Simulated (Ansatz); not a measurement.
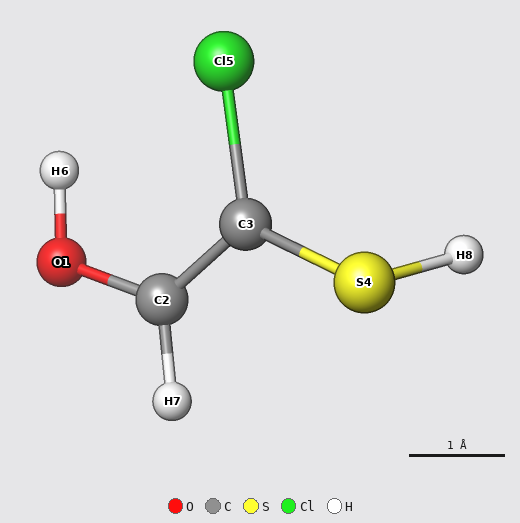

**Figure 1.** The starting structure (ball-and-stick view, seen at a tilt; atoms are numbered from 1 in the order of the input). Bond lengths as drawn: C–C 1.34 Å, C–Cl 1.75 Å, C–H 1.08 Å, C–O 1.33 Å, C–S 1.74 Å, H–O 0.97 Å and H–S 1.35 Å.

**Molecular dynamics of C$_{2}$H$_{3}$ClOS (part 1 of 2)**

The run: molecular dynamics of C$_{2}$H$_{3}$ClOS, SMILES OC=C(S)Cl. Method and program: RKS r2SCAN-rvv10/6-31G* (Ansatz 0.2.0).

The geometry comes from this level: PBE0-D4/def2-TZVP. Figures and captions count atoms from 1; the log counts them from 0 in places.

## The program's output
```
Functional definition: r2SCAN+rVV10
  name "r2SCAN+rVV10"
  cite "Furness, Kaplan, Ning, Perdew & Sun, J. Phys. Chem. Lett. 11, 8208 (2020) doi:10.1021/acs.jpclett.0c02405"
  cite "Furness, Kaplan, Ning, Perdew & Sun, J. Phys. Chem. Lett. 11, 9248 (2020) doi:10.1021/acs.jpclett.0c03077"
  cite "Vydrov & Van Voorhis, J. Chem. Phys. 133, 244103 (2010) doi:10.1063/1.3521275"
  cite "Sabatini, Gorni & de Gironcoli, Phys. Rev. B 87, 041108(R) (2013) doi:10.1103/PhysRevB.87.041108"
  cite "Ning et al., Phys. Rev. B 106, 075422 (2022) doi:10.1103/PhysRevB.106.075422"
  parent "r2scan"
  parameter k0 = 0.174
  parameter k1 = 0.065
  parameter a1 = 4.9479
  exchange = r2scan_x(k0 = k0, k1 = k1, a1 = a1)
  correlation = r2scan_c + rvv10(11.95, 0.0093)
1034 factors; their error is unknown
mean field evaluation 1: about -27515.9127 eV, gradient 4.3e1 eV
mean field evaluation 2: about -27509.5441 eV, gradient 6.8e1 eV
mean field evaluation 4: about -27519.7800 eV, gradient 6.7e0 eV
mean field evaluation 8: about -27519.8859 eV, gradient 1.8e-1 eV
mean field evaluation 16: about -27519.8189 eV, gradient 3.2e-4 eV
mean field -27519.81890438 eV, -1011.3346911326 hartree, gradient 4.0e-5 eV, S^2 0.000000; 0 other end points of the search recorded, 0 dependent functions left out
the calculation of the forces begins
reference -27519.81891125 eV, -1011.3346913853 hartree; 28, 28 occupied and 61, 61 virtual orbitals, 1034 factors
md step     0: t =     0.00 fs  T =   500.0 K  F+E_penalty+E_count = -27519.81890438 eV  E_kin = 0.387780 eV  conserved = -27519.43112438 eV  (30 SCF iters)
these checks for a lower state are left out or cut short: starts, cluster_reference, orbital_swaps, neighbouring_geometries, increment
1034 factors; their error is unknown
mean field -27519.81698708 eV, -1011.3346206734 hartree, gradient 2.0e-5 eV, S^2 0.000000; 0 other end points of the search recorded, 0 dependent functions left out
the calculation of the forces begins
reference -27519.81699396 eV, -1011.3346209261 hartree; 28, 28 occupied and 61, 61 virtual orbitals, 1034 factors
md step     1: t =     0.50 fs  T =   497.8 K  F+E_penalty+E_count = -27519.81698708 eV  E_kin = 0.386078 eV  conserved = -27519.43090923 eV  (33 SCF iters)
[... from here on the SCF iterations and repeated set-up lines of each step are left out, up to the last step ...]
md step     2: t =     1.00 fs  T =   478.8 K  F+E_penalty+E_count = -27519.80185924 eV  E_kin = 0.371305 eV  conserved = -27519.43055422 eV  (33 SCF iters)
md step     3: t =     1.50 fs  T =   449.3 K  F+E_penalty+E_count = -27519.77870122 eV  E_kin = 0.348498 eV  conserved = -27519.43020362 eV  (33 SCF iters)
md step     4: t =     2.00 fs  T =   416.2 K  F+E_penalty+E_count = -27519.75277722 eV  E_kin = 0.322822 eV  conserved = -27519.42995492 eV  (33 SCF iters)
md step     5: t =     2.50 fs  T =   384.4 K  F+E_penalty+E_count = -27519.72791839 eV  E_kin = 0.298092 eV  conserved = -27519.42982638 eV  (33 SCF iters)
md step     6: t =     3.00 fs  T =   356.4 K  F+E_penalty+E_count = -27519.70618127 eV  E_kin = 0.276407 eV  conserved = -27519.42977403 eV  (33 SCF iters)
md step     7: t =     3.50 fs  T =   333.6 K  F+E_penalty+E_count = -27519.68845207 eV  E_kin = 0.258711 eV  conserved = -27519.42974058 eV  (33 SCF iters)
md step     8: t =     4.00 fs  T =   316.7 K  F+E_penalty+E_count = -27519.67528180 eV  E_kin = 0.245584 eV  conserved = -27519.42969799 eV  (33 SCF iters)
md step     9: t =     4.50 fs  T =   306.4 K  F+E_penalty+E_count = -27519.66732042 eV  E_kin = 0.237664 eV  conserved = -27519.42965623 eV  (33 SCF iters)
md step    10: t =     5.00 fs  T =   303.7 K  F+E_penalty+E_count = -27519.66517715 eV  E_kin = 0.235526 eV  conserved = -27519.42965069 eV  (33 SCF iters)
md step    11: t =     5.50 fs  T =   308.4 K  F+E_penalty+E_count = -27519.66890302 eV  E_kin = 0.239185 eV  conserved = -27519.42971803 eV  (33 SCF iters)
md step    12: t =     6.00 fs  T =   319.2 K  F+E_penalty+E_count = -27519.67743918 eV  E_kin = 0.247560 eV  conserved = -27519.42987925 eV  (33 SCF iters)
md step    13: t =     6.50 fs  T =   332.9 K  F+E_penalty+E_count = -27519.68831419 eV  E_kin = 0.258187 eV  conserved = -27519.43012689 eV  (33 SCF iters)
md step    14: t =     7.00 fs  T =   344.7 K  F+E_penalty+E_count = -27519.69778972 eV  E_kin = 0.267372 eV  conserved = -27519.43041815 eV  (33 SCF iters)
md step    15: t =     7.50 fs  T =   349.3 K  F+E_penalty+E_count = -27519.70156653 eV  E_kin = 0.270894 eV  conserved = -27519.43067265 eV  (33 SCF iters)
md step    16: t =     8.00 fs  T =   342.0 K  F+E_penalty+E_count = -27519.69605677 eV  E_kin = 0.265273 eV  conserved = -27519.43078408 eV  (32 SCF iters)
md step    17: t =     8.50 fs  T =   321.5 K  F+E_penalty+E_count = -27519.67998514 eV  E_kin = 0.249323 eV  conserved = -27519.43066205 eV  (33 SCF iters)
md step    18: t =     9.00 fs  T =   290.6 K  F+E_penalty+E_count = -27519.65570194 eV  E_kin = 0.225413 eV  conserved = -27519.43028857 eV  (50 SCF iters)
md step    19: t =     9.50 fs  T =   257.3 K  F+E_penalty+E_count = -27519.62934194 eV  E_kin = 0.199574 eV  conserved = -27519.42976797 eV  (33 SCF iters)
md step    20: t =    10.00 fs  T =   231.9 K  F+E_penalty+E_count = -27519.60913522 eV  E_kin = 0.179820 eV  conserved = -27519.42931483 eV  (33 SCF iters)
md step    21: t =    10.50 fs  T =   223.0 K  F+E_penalty+E_count = -27519.60211736 eV  E_kin = 0.172964 eV  conserved = -27519.42915337 eV  (33 SCF iters)
md step    22: t =    11.00 fs  T =   233.9 K  F+E_penalty+E_count = -27519.61077315 eV  E_kin = 0.181396 eV  conserved = -27519.42937682 eV  (32 SCF iters)
md step    23: t =    11.50 fs  T =   260.1 K  F+E_penalty+E_count = -27519.63164322 eV  E_kin = 0.201761 eV  conserved = -27519.42988268 eV  (32 SCF iters)
md step    24: t =    12.00 fs  T =   291.9 K  F+E_penalty+E_count = -27519.65683677 eV  E_kin = 0.226396 eV  conserved = -27519.43044058 eV  (33 SCF iters)
md step    25: t =    12.50 fs  T =   318.1 K  F+E_penalty+E_count = -27519.67749679 eV  E_kin = 0.246668 eV  conserved = -27519.43082909 eV  (33 SCF iters)
md step    26: t =    13.00 fs  T =   330.4 K  F+E_penalty+E_count = -27519.68719602 eV  E_kin = 0.256256 eV  conserved = -27519.43094051 eV  (33 SCF iters)
md step    27: t =    13.50 fs  T =   326.1 K  F+E_penalty+E_count = -27519.68370148 eV  E_kin = 0.252908 eV  conserved = -27519.43079312 eV  (33 SCF iters)
md step    28: t =    14.00 fs  T =   307.3 K  F+E_penalty+E_count = -27519.66883268 eV  E_kin = 0.238350 eV  conserved = -27519.43048257 eV  (33 SCF iters)
md step    29: t =    14.50 fs  T =   279.8 K  F+E_penalty+E_count = -27519.64708403 eV  E_kin = 0.216963 eV  conserved = -27519.43012109 eV  (33 SCF iters)
md step    30: t =    15.00 fs  T =   250.3 K  F+E_penalty+E_count = -27519.62390637 eV  E_kin = 0.194107 eV  conserved = -27519.42979920 eV  (33 SCF iters)
md step    31: t =    15.50 fs  T =   225.2 K  F+E_penalty+E_count = -27519.60425968 eV  E_kin = 0.174686 eV  conserved = -27519.42957332 eV  (33 SCF iters)
md step    32: t =    16.00 fs  T =   209.2 K  F+E_penalty+E_count = -27519.59167676 eV  E_kin = 0.162210 eV  conserved = -27519.42946698 eV  (33 SCF iters)
md step    33: t =    16.50 fs  T =   204.2 K  F+E_penalty+E_count = -27519.58784507 eV  E_kin = 0.158368 eV  conserved = -27519.42947749 eV  (33 SCF iters)
md step    34: t =    17.00 fs  T =   210.2 K  F+E_penalty+E_count = -27519.59261988 eV  E_kin = 0.163037 eV  conserved = -27519.42958248 eV  (33 SCF iters)
md step    35: t =    17.50 fs  T =   225.2 K  F+E_penalty+E_count = -27519.60436815 eV  E_kin = 0.174622 eV  conserved = -27519.42974615 eV  (33 SCF iters)
md step    36: t =    18.00 fs  T =   245.8 K  F+E_penalty+E_count = -27519.62053094 eV  E_kin = 0.190601 eV  conserved = -27519.42992980 eV  (33 SCF iters)
md step    37: t =    18.50 fs  T =   268.4 K  F+E_penalty+E_count = -27519.63823710 eV  E_kin = 0.208132 eV  conserved = -27519.43010534 eV  (33 SCF iters)
md step    38: t =    19.00 fs  T =   289.4 K  F+E_penalty+E_count = -27519.65474822 eV  E_kin = 0.224480 eV  conserved = -27519.43026815 eV  (33 SCF iters)
md step    39: t =    19.50 fs  T =   305.7 K  F+E_penalty+E_count = -27519.66755115 eV  E_kin = 0.237117 eV  conserved = -27519.43043428 eV  (33 SCF iters)
md step    40: t =    20.00 fs  T =   314.0 K  F+E_penalty+E_count = -27519.67415376 eV  E_kin = 0.243539 eV  conserved = -27519.43061472 eV  (33 SCF iters)
md step    41: t =    20.50 fs  T =   311.0 K  F+E_penalty+E_count = -27519.67198273 eV  E_kin = 0.241207 eV  conserved = -27519.43077545 eV  (33 SCF iters)
md step    42: t =    21.00 fs  T =   294.1 K  F+E_penalty+E_count = -27519.65892741 eV  E_kin = 0.228100 eV  conserved = -27519.43082736 eV  (33 SCF iters)
md step    43: t =    21.50 fs  T =   263.0 K  F+E_penalty+E_count = -27519.63464568 eV  E_kin = 0.203971 eV  conserved = -27519.43067472 eV  (33 SCF iters)
md step    44: t =    22.00 fs  T =   221.3 K  F+E_penalty+E_count = -27519.60192416 eV  E_kin = 0.171630 eV  conserved = -27519.43029410 eV  (33 SCF iters)
md step    45: t =    22.50 fs  T =   176.8 K  F+E_penalty+E_count = -27519.56691920 eV  E_kin = 0.137128 eV  conserved = -27519.42979145 eV  (32 SCF iters)
md step    46: t =    23.00 fs  T =   139.4 K  F+E_penalty+E_count = -27519.53751104 eV  E_kin = 0.108144 eV  conserved = -27519.42936663 eV  (33 SCF iters)
md step    47: t =    23.50 fs  T =   117.4 K  F+E_penalty+E_count = -27519.52028756 eV  E_kin = 0.091085 eV  conserved = -27519.42920247 eV  (33 SCF iters)
md step    48: t =    24.00 fs  T =   114.1 K  F+E_penalty+E_count = -27519.51781690 eV  E_kin = 0.088466 eV  conserved = -27519.42935091 eV  (33 SCF iters)
md step    49: t =    24.50 fs  T =   126.5 K  F+E_penalty+E_count = -27519.52784157 eV  E_kin = 0.098129 eV  conserved = -27519.42971216 eV  (52 SCF iters)
these checks for a lower state are left out or cut short: starts, cluster_reference, orbital_swaps, neighbouring_geometries, increment
1034 factors; their error is unknown
mean field evaluation 416: about -27519.6086 eV, gradient 6.3e-1 eV
mean field -27519.54470437 eV, -1011.3246144684 hartree, gradient 1.7e-5 eV, S^2 0.000000; 0 other end points of the search recorded, 0 dependent functions left out
the calculation of the forces begins
reference -27519.54471144 eV, -1011.3246147281 hartree; 28, 28 occupied and 61, 61 virtual orbitals, 1034 factors
1034 factors; their error is unknown
mean field evaluation 448: about -27519.5447 eV, gradient 1.8e-5 eV
mean field -27519.54470437 eV, -1011.3246144684 hartree, gradient 1.7e-5 eV, S^2 0.000000; 1 other end points of the search recorded, 0 dependent functions left out
the calculation of the forces begins
reference -27519.54471144 eV, -1011.3246147281 hartree; 28, 28 occupied and 61, 61 virtual orbitals, 1034 factors
md step    50: t =    25.00 fs  T =   147.7 K  F+E_penalty+E_count = -27519.54470437 eV  E_kin = 0.114586 eV  conserved = -27519.43011806 eV  (52 SCF iters)
```

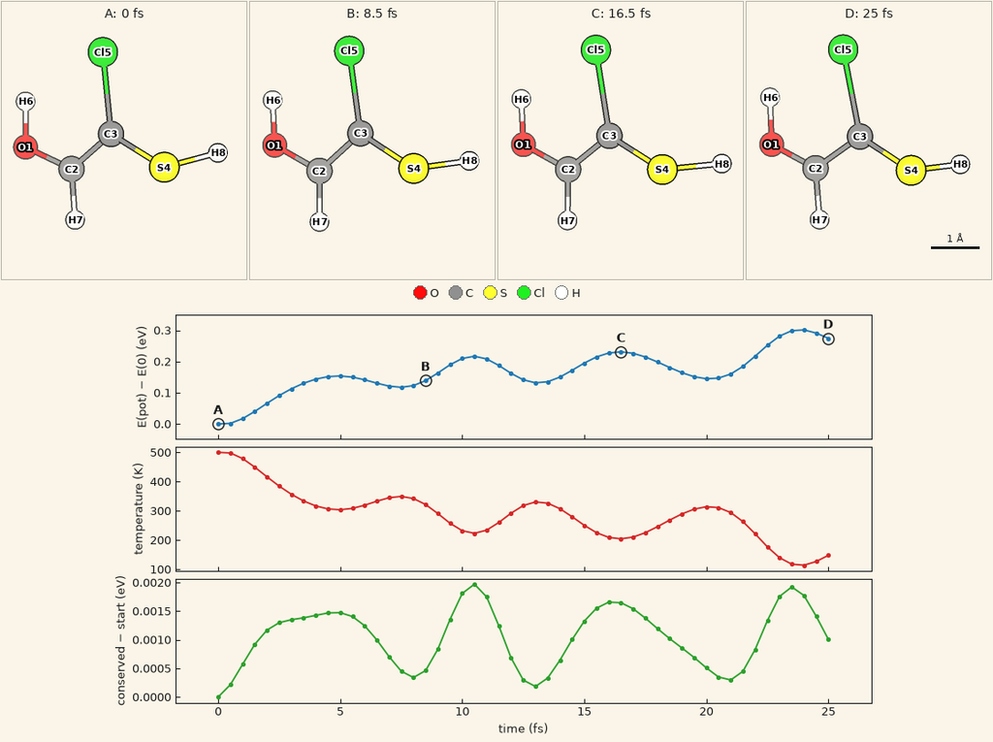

**Figure 2.** Frames of the molecular dynamics (ball-and-stick, seen at a tilt) above the curves, on which the letters mark them. The trajectory kept here has 51 frames over 25 fs. The temperature starts at 500 K, ranges from 114 to 500 K and averages 239 K over the second half. The potential energy ends 0.274 eV above its first value. The conserved quantity stays within 0.002 eV. After an unweighted best fit of the last frame on the first, the root-mean-square displacement is 0.10 Å, and Cl5 has moved furthest (0.20 Å).
